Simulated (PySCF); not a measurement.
# C3H9ClSi, SMILES `C[Si](C)(C)Cl`: electronic structure

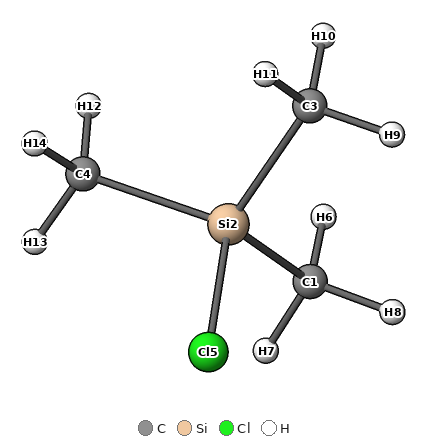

The molecule, with its atoms numbered as below. No frequency check shows the geometry to be a minimum.

Coordinates in Å:

```
C1      -0.8978   -1.3515    1.2035
Si2     -0.3029    0.0004    0.0001
C3      -0.9032   -0.3640   -1.7697
C4      -0.8947    1.7196    0.5697
Cl5      1.7417   -0.0022   -0.0021
H6      -1.9818   -1.3957    1.2409
H7      -0.5395   -1.1700    2.2118
H8      -0.5504   -2.3307    0.9023
H9      -0.5400   -1.3293   -2.1197
H10     -1.9873   -0.3782   -1.8225
H11     -0.5480    0.3851   -2.4702
H12     -1.9786    1.7757    0.5904
H13     -0.5329    1.9488    1.5723
H14     -0.5359    2.5016   -0.0920
```

Part 1: Bonding charge

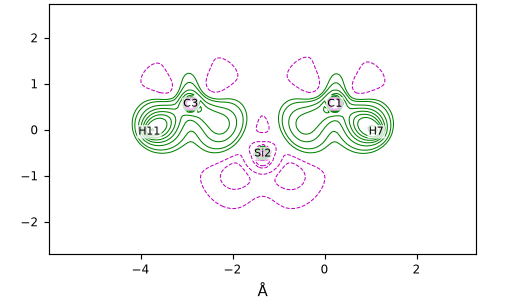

Deformation density (molecule less spherical, spin-averaged free atoms) in the plane of C1, Si2, C3, H7 and H11; contours at ±0.05 to ±0.8 e/Å³; solid green lines: gain, dashed magenta lines: loss.

PySCF calculation, B3LYP/def2-SVPD, gas phase; geometry: GFN2-xTB.

Q: Describe the bonding that the map shows.

A: C3–H11 and C1–H7: +0.64 e/Å³ at the bond critical point (bond length 1.08 Å). Si2–C3: +0.15 e/Å³ at the bond critical point (bond length 1.90 Å). C1–Si2: +0.15 e/Å³ at the bond critical point (bond length 1.91 Å). In all, 2.9 electrons gather in the regions of gain relative to the promolecule.

Part 2: Bond critical points

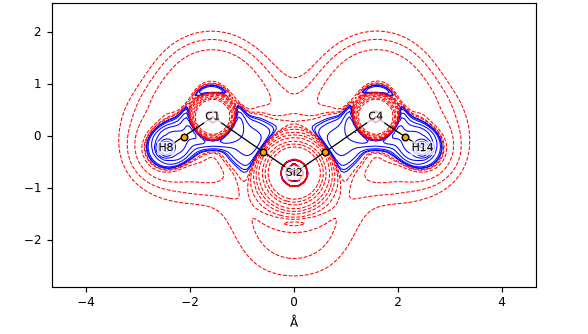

Negative Laplacian of the density (−∇²ρ) in the plane of C1, Si2, C4, H8 and H14 (solid blue lines positive, dashed red lines negative, contours at ±0.02 to ±8 a.u.), with bond paths and bond critical points (dots).

Q: Sort the bonds in the plane by the sign of ∇²ρ at their critical points.

A: Concentrated (∇²ρ < 0): C1–H8 and C4–H14 (−1.00 a.u.). Depleted (∇²ρ > 0): C1–Si2 and Si2–C4 (+0.29 a.u., H = −0.060). A positive Laplacian with clearly negative H marks a strongly polar covalent bond, whose critical point lies close to the core of the less electronegative atom.

Q: Where along C1–H8 does the critical point lie?

A: 0.67 Å from C1 and 0.41 Å from H8.

Part 3: Local ionisation energy

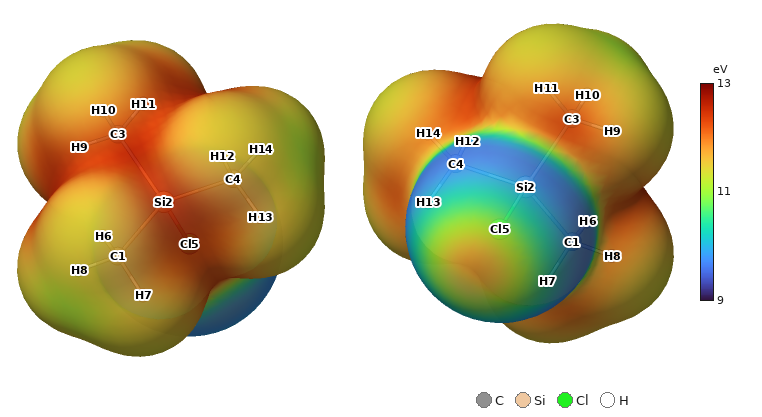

Average local ionisation energy on the surface of electron density 0.001 a.u. (back view left, front view right).

Q: Where are the most loosely bound electrons on this surface?

A: The lowest value is 9.6 eV, 2.1 Å from Cl5, and at like points elsewhere. Further minima include 11.0 eV, near H12 (1.85 Å), H14 (1.90 Å), H13 (1.93 Å) and C4 (1.99 Å), and at like points elsewhere. For comparison, the highest occupied orbital lies at −8.2 eV.

Part 4: In an electric field

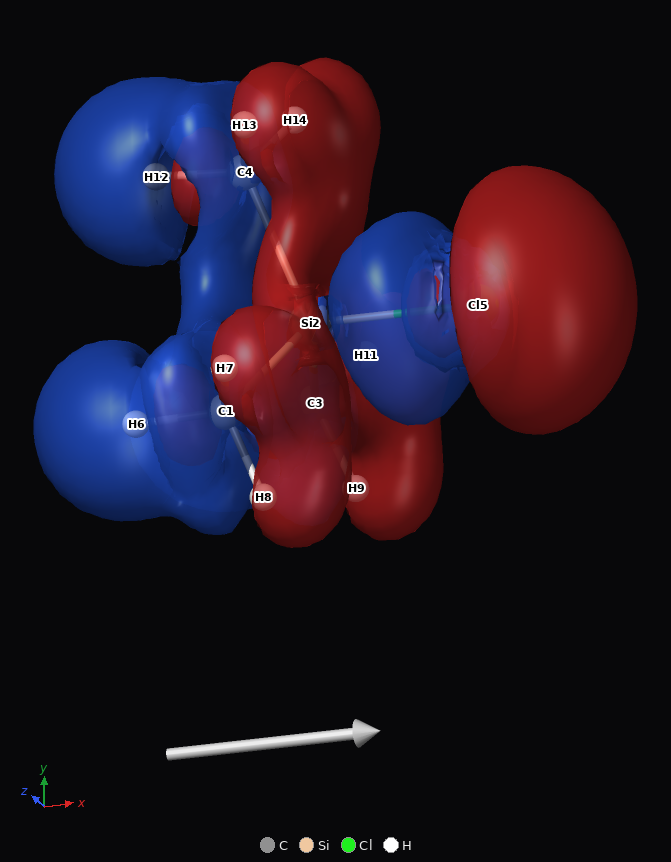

Change of the electron density in a uniform field of 0.21 V/Å along +x (arrow), surfaces at ±0.0008 e/Å³ (blue: gain, red: loss).

Q: How large is the response?

A: The induced dipole is 0.81 D (along the field); α along this axis, from the fields in both directions, is 79 bohr³ (11.8 Å³).

Q: Which atoms gain and lose the most charge?

A: Electrons gather most on H6, H10 and H12 alike (Hirshfeld charge changes by −0.009 e) and leave Cl5 most (+0.022 e); 0.071 electrons are displaced in all.

The PySCF runs shown took 14 s and 33 s on 1 thread of Intel(R) Xeon(R) 6975P-C (Granite Rapids) (shared host).
